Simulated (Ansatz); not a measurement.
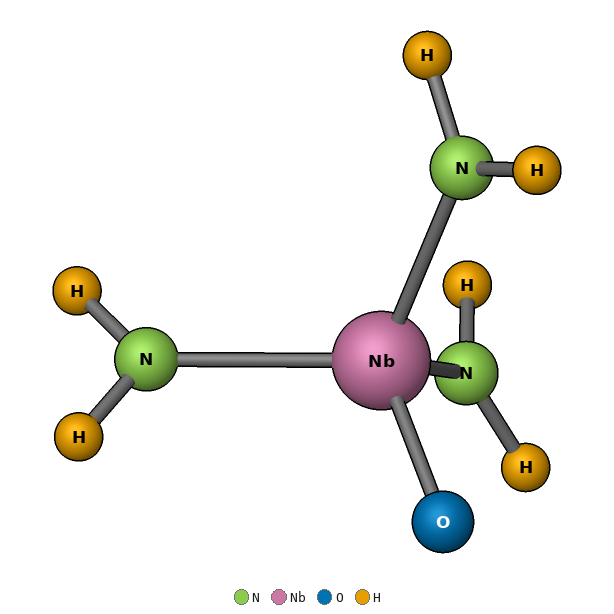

Charge 0, singlet. Sticks follow a distance rule. Harmonic vibrations computed with RKS PBE0-D4/def2-TZVP, core potentials on Nb (Ansatz 0.2.0) at a stationary point of the same level.

Question: Is this a minimum or a saddle point?

Answer: A minimum: no imaginary frequency, and the lowest mode lies at 106 cm⁻¹.

Question: How many vibrational modes are there, and where do they lie?

Answer: 27 modes: 106, 180, 180, 188, 205, 205, 352, 352, 423, 451, 451, 554, 555, 576, 676, 676, 678, 1037, 1544, 1544, 1550, 3574, 3574, 3577, 3671, 3671, 3671 cm⁻¹.
